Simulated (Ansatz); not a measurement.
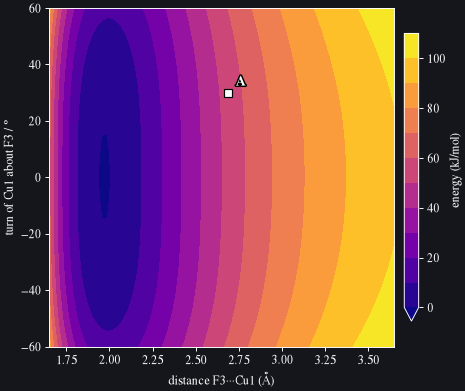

CuFH₃Si, charge +1. The turn is about an axis along (−0.92, −0.38, −0.03) in the frame of the relaxed pair, normal to the line between the partners. Coordinates scanned: (1) distance F3···Cu1; (2) turn of Cu1 about F3. The grid has 9 × 9 points. Points are written as (first, second). Energies are in kJ/mol, from the lowest grid point. Level of theory: RKS B3LYP-D4/def2-TZVPD (Ansatz 0.2.0).

Drawn: filled contours, the point A. Between grid points the surface is interpolated.

Which way does the force act at A, and how strong is it?

Answer. A, at (2.684 Å, 30°), is not a stationary point. The computed force is 77 kJ/mol for each Å towards smaller values of distance F3···Cu1 and 0.1 kJ/mol for each degree towards smaller values of turn of Cu1 about F3.
